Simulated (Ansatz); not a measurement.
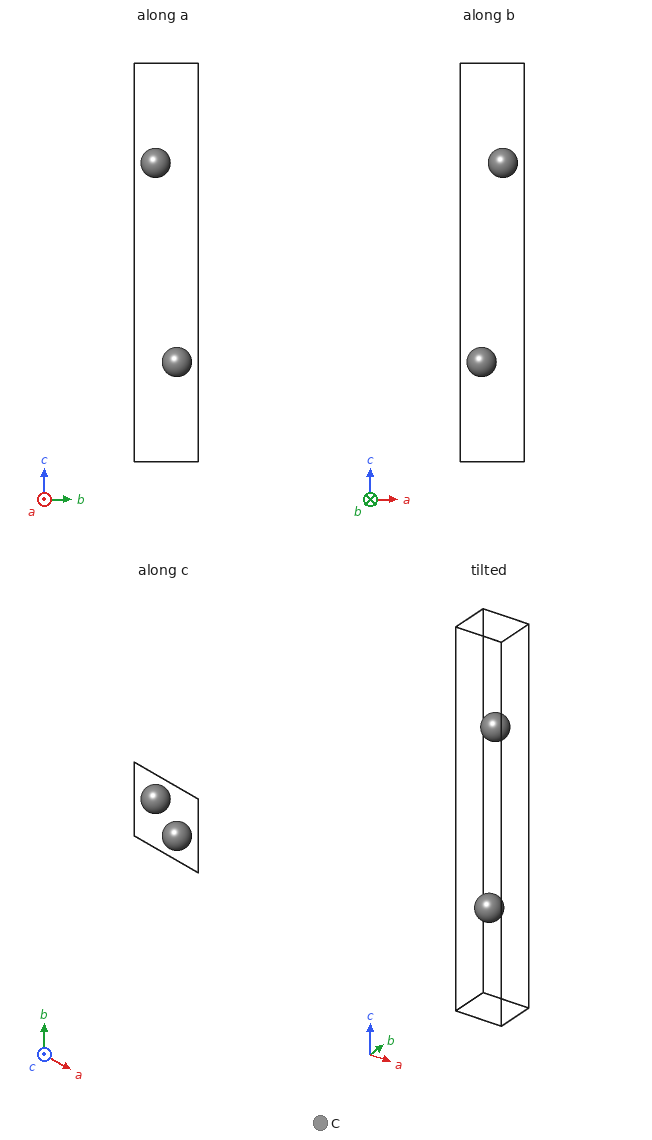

Drawn in the ball-and-stick manner and seen along the a axis, along the b axis, along the c axis and slightly off an axis. The edges of the conventional unit cell are marked.

Lattice parameters: a = 1.7288 Å, b = 1.7288 Å, c = 9.3371 Å, α = 90.000°, β = 90.000°, γ = 120.000°.

Write down what is shown as a CIF in P1 with every atom of the cell.

```cif
data_structure
_symmetry_space_group_name_H-M 'P 1'
_symmetry_Int_Tables_number 1
_cell_length_a 1.7288
_cell_length_b 1.7288
_cell_length_c 9.3371
_cell_angle_alpha 90.000
_cell_angle_beta 90.000
_cell_angle_gamma 120.000
_cell_volume 24.17
loop_
_atom_site_label
_atom_site_type_symbol
_atom_site_fract_x
_atom_site_fract_y
_atom_site_fract_z
_atom_site_occupancy
C1 C 0.3333 0.6667 0.2500 1
C2 C 0.6667 0.3333 0.7500 1
```

The model was built from a structure type filled with this element by a generator (whether the element takes this form wasn't checked). A relaxation with DFT, revPBE, plane waves (420 eV) with PAW, scalar-relativistic (Ansatz) was begun but didn't finish; this is its last step.
